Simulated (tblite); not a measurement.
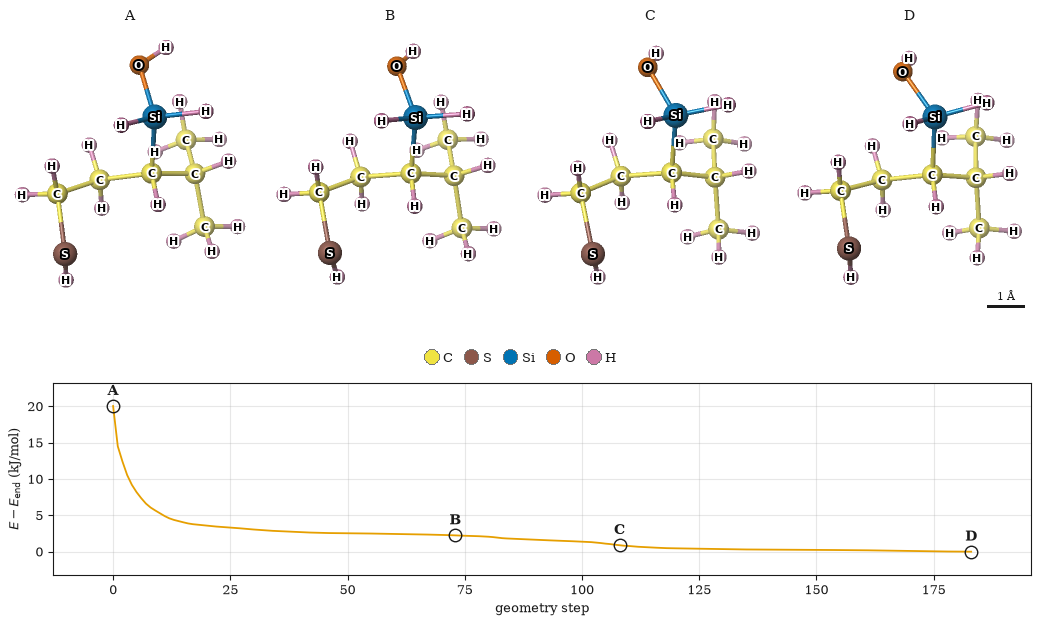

Frames of a relaxation of C$_{6}$H$_{16}$OSSi, marked on the history of the run. A ball-and-stick model, seen at a tilt.

Computed with GFN2-xTB geometry optimisation, gas phase in tblite 0.8.0. 

Describe the path.

An H atom moves most after the best rigid fit: 1.11 Å. By element the largest moves are H 1.11 Å, O 0.48 Å, C 0.34 Å, S 0.23 Å, Si 0.10 Å. Some distances before and after: C–C 1.569 → 1.532 Å, O–Si 1.654 → 1.628 Å, H–O 0.975 → 0.954 Å, C–Si 1.936 → 1.919 Å. Among the angles between lasting bonds that change: O–Si–H 109.4° → 100.5°, Si–O–H 116.3° → 122.2°, S–C–H 109.0° → 105.0°. Groups turn about O–Si by about 30°. The energy falls by 20.0 kJ/mol in 183 geometry steps. The run took 2 s on 1 thread of Arm Neoverse V1, on a shared host. From step 0 to 73: an H atom moves most (0.43 Å), energy −17.8 kJ/mol. From step 73 to 108: an H atom moves most (0.48 Å), energy −1.35 kJ/mol. From step 108 to 183: an H atom moves most (0.35 Å), energy −0.89 kJ/mol.

```tsv
step	E − E(0), kJ/mol
0	0.00
1	-5.54
2	-7.64
3	-9.50
4	-10.84
5	-11.85
6	-12.68
7	-13.42
8	-13.96
9	-14.37
10	-14.76
19	-16.38
28	-16.88
37	-17.26
46	-17.48
56	-17.55
65	-17.66
74	-17.83
83	-18.18
92	-18.45
101	-18.69
110	-19.26
119	-19.57
128	-19.67
137	-19.74
147	-19.79
156	-19.82
165	-19.90
174	-19.99
183	-20.04
```
